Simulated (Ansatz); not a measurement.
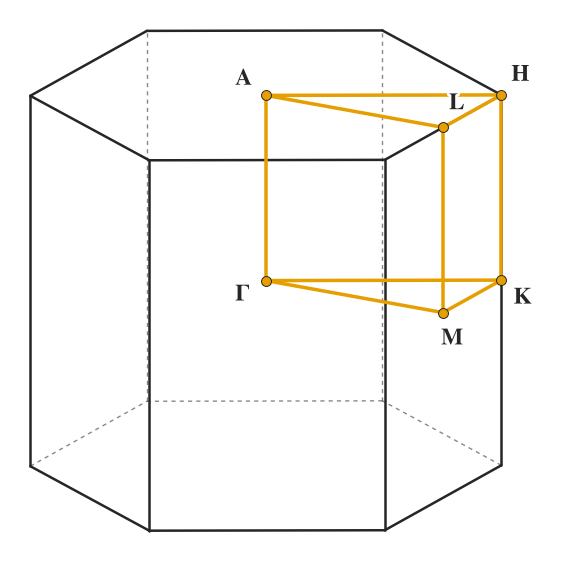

The figure shows the first Brillouin zone with its special points and a band path. Crystal: CsAg, the input geometry of an electronic-structure calculation (not necessarily at equilibrium); the starting structure was generated, so it need not be a known form of this composition. All values are computed from the atomic coordinates in the standard setting (tolerance 0.002 Å).

Labels and path follow the convention of Hinuma et al. (2017), as computed by seekpath.

### Name the Bravais lattice of the crystal.

A primitive hexagonal lattice (hP; extended symbol hP2). The zone is a hexagonal prism in its combinatorial type: 8 faces (6 with 4 edges, 2 with 6 edges), 18 edges, 12 vertices.

### Write the standard path through the labelled points.

Γ–M–K–Γ–A–L–H–A | L–M | H–K
